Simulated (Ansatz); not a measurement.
The reference is MoTe$_{2}$ in the 2H-MoS2 type structure (space group P6_3/mmc, No. 194; a = 3.497 Å, c = 13.697 Å; layered, stacked along the Cartesian z axis).

One thing is altered: cell and atoms relaxed at a pressure of 0.3 GPa.

Calculations: Ansatz (a quantum-chemistry and plane-wave program), PBE-D3(BJ), PAW, cutoff 420 eV, spin-orbit coupling left out, earlier PAW set.

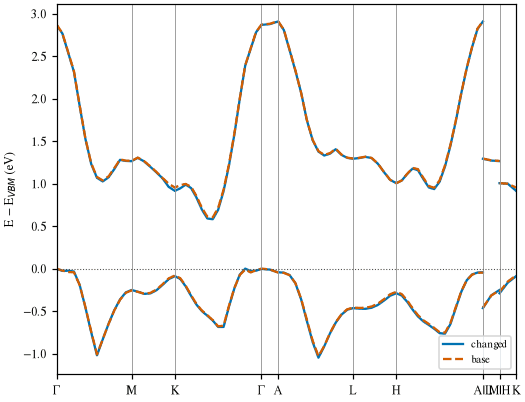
Figure: Highest valence and lowest conduction band along the path, each from its own valence-band maximum

### Question
Read the changed gap and its character from the plot.

### Answer
About 0.58 eV, indirect, Γ → K–Γ (44 % along).

With Te present, leaving out spin-orbit coupling can change the band edges. Load acts through the strain it causes; cell and atoms are relaxed under it. Whether these cells are dynamically stable was not tested. The program warned that a D3 coordination switch lies within reach, so dispersion energies are less smooth here.
